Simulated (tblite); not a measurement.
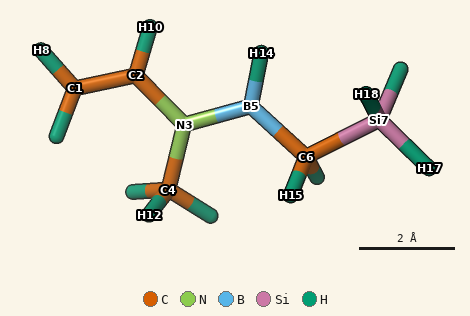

Figure 1. The structure as given in the input (stick view, seen at a tilt; atoms are numbered from 1 in the order of the input).

**Geometry relaxation, with input and output: C4H12BNSi**

The run: geometry relaxation of C4H12BNSi, SMILES C=CN(C)BC[SiH3]. Method and program: GFN2-xTB geometry optimisation, gas phase (tblite 0.8.0).

### Input file
```
{"job": {"xc": "GFN2-xTB", "basis": "xTB", "kind": "relax"}, "charge": 0, "multiplicity": 1}
C     -3.176100     0.658400    -1.078500
C     -1.931900     0.331900    -1.382300
N     -0.960300    -0.090700    -0.373400
C     -1.376600    -0.448200     0.976300
B      0.516000    -0.028000    -0.754100
C      1.671500    -0.317400     0.294500
Si     3.360200     0.006300    -0.456800
H     -3.848800     0.980800    -1.862600
H     -3.556200     0.646800    -0.063200
H     -1.621300     0.404400    -2.404500
H     -0.618400    -1.096000     1.477800
H     -1.532700     0.458900     1.592200
H     -2.320300    -1.045900     0.970300
H      0.814100     0.309200    -1.860900
H      1.543300     0.353600     1.180200
H      1.624600    -1.375700     0.632400
H      4.400700    -0.269800     0.551900
H      3.448300     1.402800    -0.877400
H      3.554000    -0.872200    -1.610200
```

The first line tells a small driver script what to run in tblite; the rest is the geometry in Å.

Run on 1 CPU thread, shared host.

Launched with:
```bash
OMP_NUM_THREADS=1 python <driver script> task.json out
```

### Log
```
step      E/eV     max force
  0    -559.07719    3.254
  1    -559.34813    0.925
  2    -559.42580    0.890
  3    -559.48409    0.805
  4    -559.52384    0.598
  5    -559.54021    0.367
  6    -559.56468    0.311
  7    -559.57510    0.246
  8    -559.57918    0.106
  9    -559.58110    0.102
 10    -559.58285    0.094
 11    -559.58460    0.097
 12    -559.58608    0.114
 13    -559.58731    0.094
 14    -559.58854    0.097
 15    -559.58973    0.108
 16    -559.59061    0.071
 17    -559.59121    0.072
 18    -559.59184    0.066
 19    -559.59271    0.089
 20    -559.59373    0.095
 21    -559.59471    0.061
 22    -559.59566    0.068
 23    -559.59682    0.091
 24    -559.59843    0.113
 25    -559.60043    0.122
 26    -559.60237    0.100
 27    -559.60410    0.087
 28    -559.60578    0.095
 29    -559.60731    0.085
 30    -559.60843    0.079
 31    -559.60913    0.051
 32    -559.60963    0.051
 33    -559.61006    0.053
 34    -559.61043    0.040
 35    -559.61077    0.041
 36    -559.61119    0.061
 37    -559.61175    0.090
 38    -559.61232    0.078
 39    -559.61270    0.041
 40    -559.61292    0.035
 41    -559.61313    0.047
 42    -559.61339    0.061
 43    -559.61365    0.044
 44    -559.61385    0.028
 45    -559.61400    0.028
 46    -559.61418    0.054
 47    -559.61443    0.066
 48    -559.61469    0.050
 49    -559.61490    0.041
 50    -559.61506    0.035
 51    -559.61525    0.048
 52    -559.61549    0.063
 53    -559.61579    0.053
 54    -559.61612    0.054
 55    -559.61647    0.045
 56    -559.61684    0.051
 57    -559.61730    0.053
 58    -559.61774    0.047
 59    -559.61811    0.043
 60    -559.61837    0.038
 61    -559.61859    0.042
 62    -559.61877    0.030
 63    -559.61891    0.031
 64    -559.61901    0.026
 65    -559.61909    0.021
 66    -559.61920    0.021
 67    -559.61928    0.018
 68    -559.61935    0.020
 69    -559.61942    0.021
 70    -559.61951    0.029
 71    -559.61958    0.027
 72    -559.61962    0.021
 73    -559.61965    0.011
 74    -559.61967    0.011
 75    -559.61970    0.017
 76    -559.61974    0.017
 77    -559.61977    0.013
 78    -559.61980    0.013
 79    -559.61983    0.013
 80    -559.61988    0.019
 81    -559.61992    0.019
 82    -559.61995    0.013
 83    -559.61998    0.015
 84    -559.62002    0.016
 85    -559.62007    0.019
 86    -559.62012    0.020
 87    -559.62017    0.014
 88    -559.62021    0.018
 89    -559.62024    0.017
 90    -559.62027    0.009
 91    -559.62029    0.009
 92    -559.62030    0.009
 93    -559.62032    0.012
 94    -559.62035    0.015
 95    -559.62039    0.018
 96    -559.62042    0.013
 97    -559.62044    0.010
 98    -559.62046    0.010
 99    -559.62048    0.011
100    -559.62050    0.010
101    -559.62051    0.008
102    -559.62052    0.008
103    -559.62053    0.007
104    -559.62055    0.012
105    -559.62059    0.014
106    -559.62062    0.014
107    -559.62066    0.015
108    -559.62069    0.014
109    -559.62073    0.015
110    -559.62080    0.019
111    -559.62088    0.021
112    -559.62095    0.022
113    -559.62101    0.023
114    -559.62109    0.024
115    -559.62118    0.025
116    -559.62126    0.023
117    -559.62131    0.016
118    -559.62135    0.017
119    -559.62140    0.020
120    -559.62149    0.029
121    -559.62157    0.032
122    -559.62164    0.023
123    -559.62170    0.018
124    -559.62175    0.019
125    -559.62182    0.021
126    -559.62191    0.023
127    -559.62197    0.018
128    -559.62203    0.022
129    -559.62210    0.023
130    -559.62216    0.031
131    -559.62225    0.028
132    -559.62231    0.015
133    -559.62235    0.014
134    -559.62239    0.015
135    -559.62245    0.019
136    -559.62251    0.018
137    -559.62256    0.022
138    -559.62262    0.024
139    -559.62270    0.022
140    -559.62282    0.027
141    -559.62293    0.041
142    -559.62309    0.035
143    -559.62331    0.037
144    -559.62206    0.149
145    -559.62397    0.068
146    -559.62441    0.037
147    -559.62516    0.110
148    -559.62596    0.045
149    -559.62710    0.040
150    -559.62860    0.128
151    -559.62936    0.059
152    -559.63056    0.069
153    -559.63324    0.225
154    -559.63676    0.113
155    -559.63937    0.116
156    -559.63779    0.252
157    -559.64461    0.133
158    -559.64692    0.097
159    -559.65213    0.190
160    -559.65443    0.138
161    -559.65736    0.115
162    -559.66028    0.123
163    -559.66386    0.116
164    -559.66684    0.122
165    -559.66990    0.177
166    -559.67340    0.223
167    -559.67751    0.211
168    -559.68392    0.154
169    -559.68960    0.128
170    -559.69290    0.117
171    -559.69624    0.180
172    -559.69936    0.173
173    -559.70260    0.162
174    -559.70622    0.124
175    -559.70855    0.122
176    -559.71094    0.119
177    -559.71366    0.099
178    -559.71754    0.103
179    -559.71965    0.114
180    -559.72099    0.079
181    -559.72193    0.061
182    -559.72284    0.081
183    -559.72386    0.073
184    -559.72505    0.075
185    -559.72608    0.078
186    -559.72719    0.074
187    -559.72855    0.104
188    -559.72974    0.095
189    -559.73053    0.063
190    -559.73108    0.076
191    -559.73164    0.060
192    -559.73233    0.049
193    -559.73267    0.040
194    -559.73300    0.038
195    -559.73330    0.047
196    -559.73361    0.052
197    -559.73388    0.045
198    -559.73413    0.049
199    -559.73440    0.047
200    -559.73470    0.040
201    -559.73494    0.037
202    -559.73509    0.031
203    -559.73521    0.031
204    -559.73535    0.031
205    -559.73551    0.030
206    -559.73567    0.037
207    -559.73581    0.024
208    -559.73595    0.024
209    -559.73609    0.036
210    -559.73624    0.025
211    -559.73637    0.024
212    -559.73647    0.023
213    -559.73658    0.029
214    -559.73673    0.041
215    -559.73689    0.033
216    -559.73703    0.030
217    -559.73714    0.024
218    -559.73725    0.026
219    -559.73735    0.026
220    -559.73745    0.018
221    -559.73752    0.017
222    -559.73758    0.017
223    -559.73763    0.019
224    -559.73769    0.016
225    -559.73774    0.014
226    -559.73779    0.015
227    -559.73783    0.017
228    -559.73786    0.016
229    -559.73789    0.011
230    -559.73791    0.011
231    -559.73794    0.012
232    -559.73797    0.012
233    -559.73800    0.014
234    -559.73803    0.016
235    -559.73807    0.014
236    -559.73810    0.016
237    -559.73814    0.015
238    -559.73818    0.017
239    -559.73823    0.021
240    -559.73828    0.021
241    -559.73832    0.020
242    -559.73836    0.020
243    -559.73841    0.016
244    -559.73846    0.018
245    -559.73851    0.016
246    -559.73854    0.011
247    -559.73856    0.008
248    -559.73857    0.008
249    -559.73859    0.008
250    -559.73860    0.007
251    -559.73861    0.008
252    -559.73862    0.007
253    -559.73863    0.007
254    -559.73863    0.005
255    -559.73864    0.004
256    -559.73864    0.003
257    -559.73864    0.004
258    -559.73864    0.003
259    -559.73864    0.002
```

### Trajectory as extended XYZ (Å, eV, eV/Å), 6 of the 12 frames kept, from step=0 to step=259
```
19
Properties=species:S:1:pos:R:3:forces:R:3 step=0 energy=-559.07719
C    -3.1761    0.6584   -1.0785   -0.4470   0.1500   0.1530
C    -1.9319    0.3319   -1.3823    0.9690  -0.6170   2.2810
N    -0.9603   -0.0907   -0.3734    2.2460   0.4360  -2.3140
C    -1.3766   -0.4482    0.9763   -0.3100  -0.3060  -0.0250
B     0.5160   -0.0280   -0.7541   -2.7330   0.0380   0.4950
C     1.6715   -0.3174    0.2945   -0.6260  -0.0030   0.3900
Si    3.3602    0.0063   -0.4568    0.5120  -0.0380   0.0610
H    -3.8488    0.9808   -1.8626    0.0440  -0.0900   0.2480
H    -3.5562    0.6468   -0.0632    0.0060  -0.0020  -0.3270
H    -1.6213    0.4044   -2.4045    0.5790  -0.1710   0.0220
H    -0.6184   -1.0960    1.4778   -0.3740   0.6420  -0.5470
H    -1.5327    0.4589    1.5922    0.0250  -0.3810  -0.1960
H    -2.3203   -1.0459    0.9703    0.5130   0.5080  -0.1600
H     0.8141    0.3092   -1.8609   -0.4650  -0.1950   0.4290
H     1.5433    0.3536    1.1802    0.0140  -0.7270  -0.4300
H     1.6246   -1.3757    0.6324   -0.0430   0.6720   0.0880
H     4.4007   -0.2698    0.5519   -0.0510   0.0320  -0.1050
H     3.4483    1.4028   -0.8774    0.0660   0.0770  -0.0220
H     3.5540   -0.8722   -1.6102    0.0760  -0.0260  -0.0410
19
Properties=species:S:1:pos:R:3:forces:R:3 step=47 energy=-559.61443
C    -3.1922    0.5782   -0.9843   -0.0090  -0.0080   0.0000
C    -1.9129    0.3843   -1.2824    0.0010  -0.0060  -0.0060
N    -0.8983   -0.0133   -0.4190    0.0190   0.0190  -0.0050
C    -1.3277   -0.3388    0.9267   -0.0080   0.0060   0.0040
B     0.4410   -0.0333   -0.8311    0.0330  -0.0070   0.0250
C     1.6153   -0.3529    0.1893   -0.0010  -0.0060   0.0080
Si    3.3858   -0.0234   -0.4139   -0.0660  -0.0020   0.0000
H    -3.8801    0.8969   -1.7467    0.0160  -0.0130  -0.0030
H    -3.6098    0.4422   -0.0031    0.0060   0.0050  -0.0060
H    -1.5649    0.5527   -2.2915   -0.0070   0.0080  -0.0020
H    -0.5057   -0.7765    1.4844    0.0090   0.0100  -0.0040
H    -1.6719    0.5574    1.4493   -0.0200   0.0020   0.0140
H    -2.1463   -1.0609    0.8940   -0.0130  -0.0020  -0.0050
H     0.6619    0.2049   -1.9601   -0.0040  -0.0030   0.0170
H     1.4644    0.2146    1.1131    0.0160  -0.0190  -0.0120
H     1.5538   -1.4044    0.4892    0.0100   0.0140  -0.0140
H     4.3176   -0.3192    0.6816    0.0180  -0.0070   0.0120
H     3.5440    1.3835   -0.7909    0.0020   0.0080  -0.0100
H     3.7163   -0.8826   -1.5529   -0.0010   0.0000  -0.0140
19
Properties=species:S:1:pos:R:3:forces:R:3 step=94 energy=-559.62035
C    -3.1907    0.5335   -1.0169    0.0030  -0.0020  -0.0020
C    -1.8928    0.4161   -1.2703    0.0110  -0.0050   0.0030
N    -0.8908    0.0397   -0.3828    0.0040  -0.0060   0.0130
C    -1.3458   -0.2652    0.9592    0.0030   0.0010   0.0040
B     0.4472   -0.0334   -0.7926   -0.0050   0.0040  -0.0070
C     1.6270   -0.4112    0.1976   -0.0070   0.0000  -0.0070
Si    3.3750   -0.0278   -0.4346    0.0150   0.0030   0.0010
H    -3.8619    0.8372   -1.7990   -0.0110   0.0050  -0.0090
H    -3.6394    0.3429   -0.0596   -0.0010   0.0010   0.0110
H    -1.5197    0.6297   -2.2614   -0.0030  -0.0010  -0.0100
H    -0.5083   -0.5842    1.5719    0.0000   0.0030  -0.0060
H    -1.8055    0.6144    1.4175   -0.0010  -0.0010   0.0020
H    -2.0847   -1.0704    0.9342    0.0040   0.0050  -0.0050
H     0.6687    0.1871   -1.9251   -0.0010  -0.0010  -0.0010
H     1.4998    0.0771    1.1672   -0.0040   0.0010   0.0050
H     1.5783   -1.4837    0.4089   -0.0020  -0.0070   0.0040
H     4.3433   -0.3604    0.6194    0.0010  -0.0010  -0.0050
H     3.5082    1.3956   -0.7589   -0.0040   0.0010   0.0080
H     3.6824   -0.8277   -1.6230   -0.0010   0.0000   0.0000
19
Properties=species:S:1:pos:R:3:forces:R:3 step=164 energy=-559.66684
C    -3.1497    0.4973   -0.9731   -0.0070   0.0340  -0.0190
C    -1.8820    0.2811   -1.3064    0.0200   0.0010   0.0120
N    -0.8297    0.0252   -0.4314    0.0070   0.0520   0.0050
C    -1.1638    0.2239    0.9652    0.0370  -0.0450   0.0290
B     0.4085   -0.4309   -0.9147   -0.0650  -0.0790   0.0320
C     1.6152   -0.9216   -0.0254   -0.0670  -0.0070   0.0640
Si    3.1682    0.1639   -0.1855    0.0540   0.0620  -0.0820
H    -3.8933    0.6635   -1.7313    0.0430   0.0210  -0.0290
H    -3.5087    0.5076    0.0411   -0.0100   0.0160  -0.0610
H    -1.5818    0.2779   -2.3456   -0.0640  -0.0410   0.0310
H    -0.2905    0.0336    1.5826   -0.0370   0.0670   0.0150
H    -1.5121    1.2497    1.1274    0.1160  -0.0370  -0.0130
H    -1.9700   -0.4472    1.2754    0.0840  -0.0840  -0.0080
H     0.5266   -0.4981   -2.0816   -0.0050  -0.0020  -0.0260
H     1.3702   -1.0215    1.0328    0.0240  -0.0380   0.0130
H     1.9123   -1.9199   -0.3640   -0.0460   0.0910   0.0140
H     4.2828   -0.4125    0.5833   -0.0930   0.0130   0.0230
H     2.9090    1.5296    0.2942   -0.0030  -0.0720  -0.0010
H     3.5792    0.2075   -1.5913    0.0120   0.0480   0.0020
19
Properties=species:S:1:pos:R:3:forces:R:3 step=211 energy=-559.73637
C    -3.0382    0.7035   -0.9242    0.0160   0.0120  -0.0040
C    -1.8866    0.1610   -1.3037   -0.0210  -0.0080   0.0090
N    -0.7806   -0.1072   -0.5068    0.0020  -0.0050   0.0000
C    -0.9115    0.2952    0.8788    0.0100  -0.0020   0.0110
B     0.3550   -0.7409   -1.0337    0.0050  -0.0020   0.0030
C     1.6084   -1.1344   -0.1676    0.0100   0.0080   0.0040
Si    2.8606    0.2915   -0.0022   -0.0030   0.0100   0.0040
H    -3.8245    0.8540   -1.6412    0.0090  -0.0040  -0.0110
H    -3.2527    1.0183    0.0804   -0.0080  -0.0010   0.0110
H    -1.7504   -0.1357   -2.3337    0.0110   0.0070  -0.0040
H     0.0166    0.1083    1.4079    0.0160  -0.0080   0.0150
H    -1.1369    1.3624    0.9437   -0.0010   0.0070  -0.0150
H    -1.7170   -0.2587    1.3690   -0.0100  -0.0080  -0.0120
H     0.3592   -0.9693   -2.1863   -0.0100  -0.0010  -0.0050
H     1.3460   -1.4673    0.8375    0.0020   0.0020   0.0140
H     2.1414   -1.9662   -0.6307   -0.0120   0.0020  -0.0120
H     3.9809   -0.1627    0.8316   -0.0030   0.0030  -0.0010
H     2.2459    1.4576    0.6440   -0.0040  -0.0040   0.0050
H     3.3744    0.6998   -1.3109   -0.0090  -0.0090  -0.0110
19
Properties=species:S:1:pos:R:3:forces:R:3 step=259 energy=-559.73864
C    -2.9981    0.7506   -0.9494    0.0000  -0.0010   0.0000
C    -1.8640    0.1565   -1.3027    0.0010  -0.0010   0.0010
N    -0.7800   -0.1443   -0.4875    0.0010   0.0000   0.0000
C    -0.9254    0.2566    0.8970    0.0000   0.0000  -0.0010
B     0.3548   -0.7866   -1.0044    0.0010   0.0000   0.0000
C     1.6189   -1.1469   -0.1410    0.0000   0.0000   0.0000
Si    2.8255    0.3228   -0.0286    0.0000   0.0010   0.0020
H    -3.7627    0.9242   -1.6846    0.0000   0.0010   0.0000
H    -3.2203    1.0827    0.0481    0.0000   0.0000   0.0000
H    -1.7196   -0.1491   -2.3292    0.0000   0.0000   0.0010
H    -0.0303    0.0020    1.4548   -0.0010   0.0000  -0.0010
H    -1.0816    1.3363    0.9643    0.0000  -0.0010  -0.0010
H    -1.7827   -0.2471    1.3522    0.0000   0.0010   0.0010
H     0.3574   -1.0303   -2.1542    0.0000   0.0000   0.0000
H     1.3803   -1.4643    0.8750   -0.0010   0.0000   0.0000
H     2.1652   -1.9739   -0.5966    0.0000   0.0000   0.0000
H     3.9950   -0.0844    0.7600    0.0000   0.0000  -0.0010
H     2.1921    1.4658    0.6403   -0.0010  -0.0020  -0.0010
H     3.2655    0.7387   -1.3619    0.0000   0.0010   0.0000
```

### Results in brief

```csv
quantity,value
outcome,converged
total energy,−559.7386 eV
wall time,2 s
peak memory,0.19 GiB
```
